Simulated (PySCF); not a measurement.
**C2H6Te, SMILES `C[Te]C`: what the electrons do**

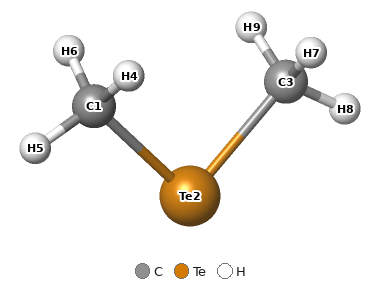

The molecule, with its atoms numbered as below. No frequency check shows the geometry to be a minimum.

Coordinates in Å:

```
C1       1.5608   -1.0891    0.0001
Te2      0.0000    0.4052    0.0000
C3      -1.5609   -1.0890   -0.0001
H4       1.4835   -1.7088    0.8843
H5       2.5163   -0.5829   -0.0002
H6       1.4834   -1.7090   -0.8842
H7      -1.4838   -1.7087    0.8842
H8      -2.5163   -0.5827    0.0002
H9      -1.4836   -1.7088   -0.8843
```

Part 1: Bonding charge

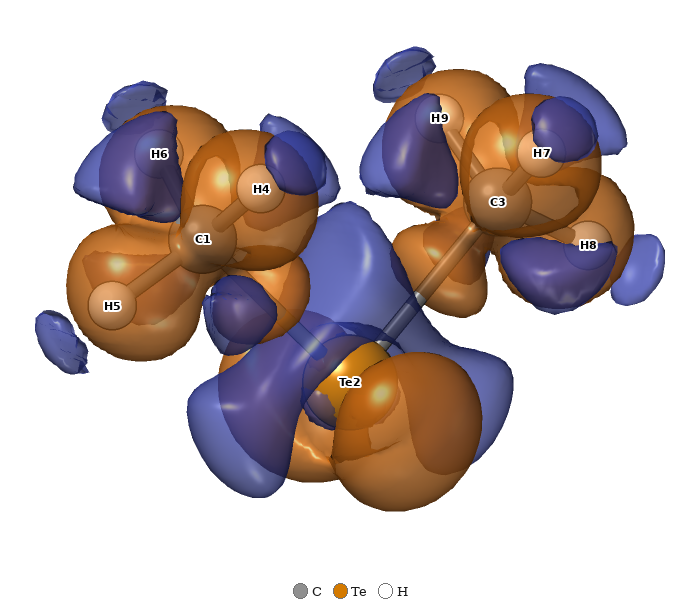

Deformation density (molecule less spherical, spin-averaged free atoms at the same positions), surfaces at ±0.04 e/Å³; orange: gain, blue: loss.

Level of theory: PBE0/def2-SVP (PySCF), at a geometry from GFN2-xTB. Core potentials replace the inner electrons of Te; spin–orbit coupling isn't included.

Question: How much density has each bond gained at its critical point, relative to the free atoms?

Answer: C3–H7, C1–H4, C3–H9 and C1–H6: +0.69 e/Å³ at the bond critical point (bond length 1.08 Å, Mayer order 1.0). C1–H5 and C3–H8: +0.69 e/Å³ at the bond critical point (bond length 1.08 Å, Mayer order 1.0). C1–Te2 and Te2–C3: +0.08 e/Å³ at the bond critical point (bond length 2.16 Å, Mayer order 1.0). In all, 2.0 electrons gather in the regions of gain relative to the promolecule. A small or negative value marks a very polar bond, one between electron-rich atoms, whose free-atom densities already overlap strongly, a long bond to a heavier atom, or a closed-shell contact such as a hydrogen bond.

Part 2: Electrostatic potential

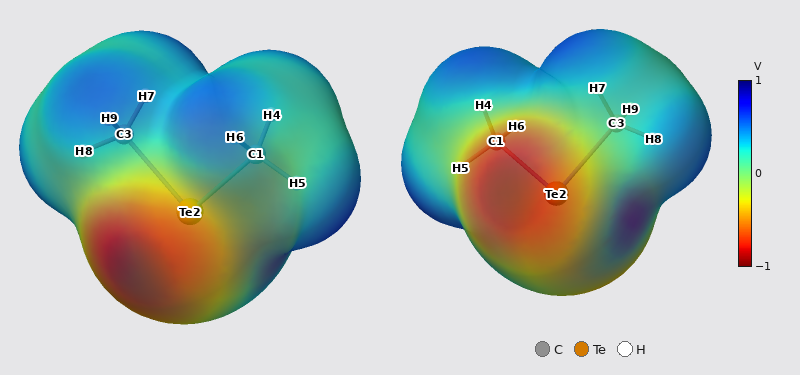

Electrostatic potential on the surface of electron density 0.001 a.u. (back view left, front view right).

Question: Where are the extremes of the potential on the surface?

Answer: Highest: 0.68 V, 1.8 Å from H8. Further maxima include 0.58 V, 1.3 Å from H4. Lowest: −0.93 V, 2.6 Å from Te2, and at like points elsewhere. Further minima include 0.14 V, near H9 (1.80 Å), H7 (1.87 Å), H8 (1.89 Å) and C3 (1.91 Å), and at like points elsewhere. The surface is sampled at points, so like sites can differ by a few per cent and only the strongest of them is named.

Question: What volume does the surface enclose, and what is the dipole moment?

Answer: About 111 Å³; the dipole moment is 1.2 D.

Part 3: Excited states

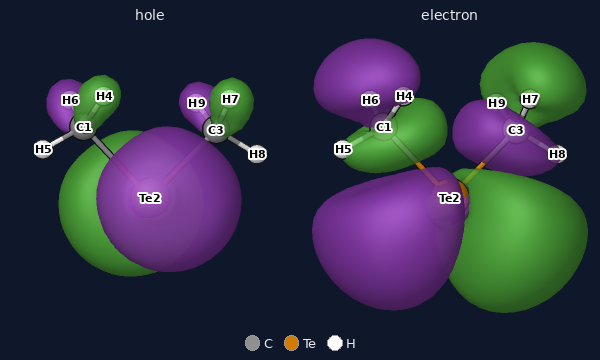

Leading natural transition orbital pair of S₁ (TDA singlet states); the surfaces enclose about 85 % of each orbital's density.

Method: BHandHLYP/def2-TZVP; geometry: GFN2-xTB; program: PySCF. Core potentials replace the inner electrons of Te; spin–orbit coupling isn't included. Without diffuse functions Rydberg states are missing, so the states' numbers hold for this basis only.

Question: What kind of excitation is it, and where does it lie?

Answer: 3.79 eV (327 nm), f = 0.000 (dark), n → σ*; the leading pair carries 100 %; hole on Te2 (87 %), electron on Te2 (63 %) and C1 and C3 (12 % each); their centroids lie 0.0 Å apart. In canonical orbitals it is mainly HOMO → LUMO (98 %). The HOMO–LUMO gap is 6.87 eV.

Part 4: In an electric field

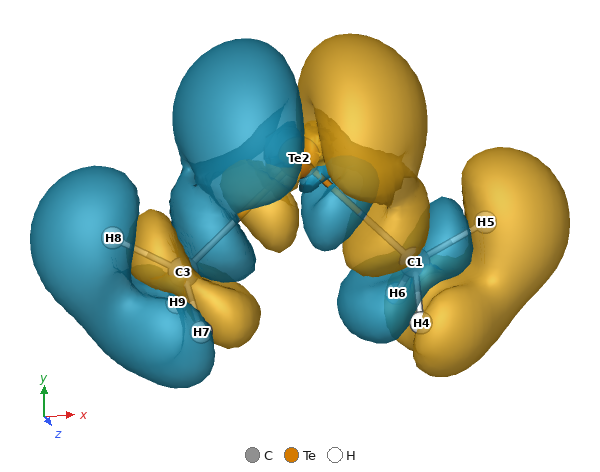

Change of the electron density in a uniform field of 0.41 V/Å, surfaces at ±0.002 e/Å³ (yellow: gain, teal: loss).

Method: B3LYP/def2-SVP; geometry: GFN2-xTB; program: PySCF. Core potentials replace the inner electrons of Te; spin–orbit coupling isn't included. A basis without diffuse functions makes polarisabilities too small.

Question: Along which Cartesian direction does the field point?

Answer: Along −x: electrons gather on the +x side, against the field.

Question: How large is the response?

Answer: The induced dipole is 1.31 D (along the field); α along this axis, from the fields in both directions, is 64 bohr³ (9.5 Å³).

Question: Which atoms gain and lose the most charge?

Answer: Electrons gather most on H5 (Hirshfeld charge changes by −0.018 e) and leave H8 most (+0.018 e); 0.112 electrons are displaced in all.

Part 5: Removing or adding an electron

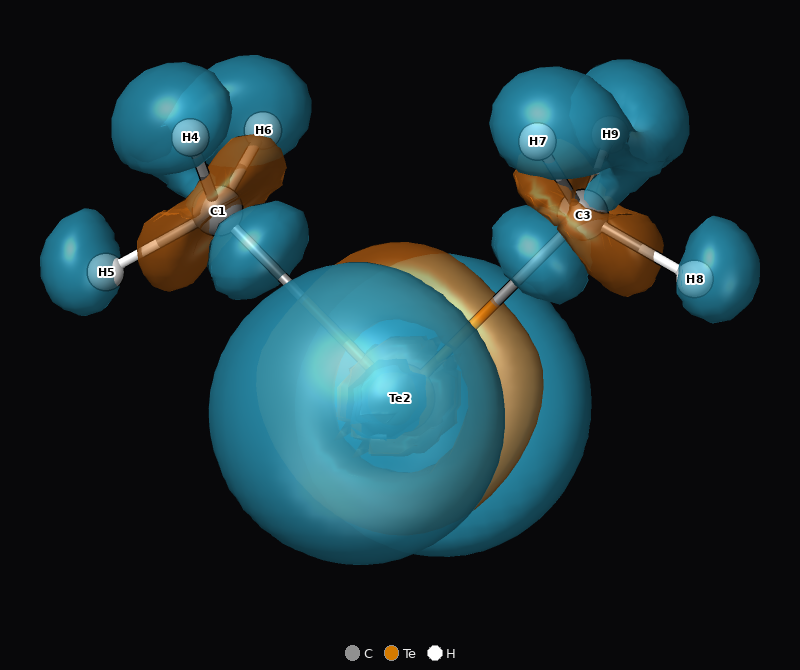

Fukui function f⁻ = ρ(N) − ρ(N−1) at fixed geometry, surfaces at ±0.02 e/Å³ (light blue positive, orange negative).

Method: PBE/def2-SVPD; geometry: GFN2-xTB; program: PySCF. Core potentials replace the inner electrons of Te; spin–orbit coupling isn't included.

Question: On which atoms does the density change most on removal of an electron?

Answer: f⁻ (Hirshfeld-condensed) is largest on Te2 (0.64); the vertical ionisation energy is 7.75 eV. Condensed values hint at sites of electrophilic attack but needn't mark the atom that reacts. Orbital relaxation makes it negative in places (0.15 e in all).

```json
{"atom": "C1", "f⁻": "+0.05", "charge": "−0.14"}
{"atom": "Te2", "f⁻": "+0.64", "charge": "+0.06"}
{"atom": "C3", "f⁻": "+0.05", "charge": "−0.14"}
{"atom": "H4", "f⁻": "+0.05", "charge": "+0.04"}
{"atom": "H5", "f⁻": "+0.04", "charge": "+0.04"}
{"atom": "H6", "f⁻": "+0.05", "charge": "+0.04"}
{"atom": "H7", "f⁻": "+0.05", "charge": "+0.04"}
{"atom": "H8", "f⁻": "+0.04", "charge": "+0.04"}
{"atom": "H9", "f⁻": "+0.05", "charge": "+0.04"}
```

The PySCF runs shown took 8.8 s, 2.2 min, 16 s and 4.1 min on 1 thread of Intel(R) Xeon(R) Platinum 8375C CPU @ 2.90GHz (Ice Lake), with other jobs on the host.
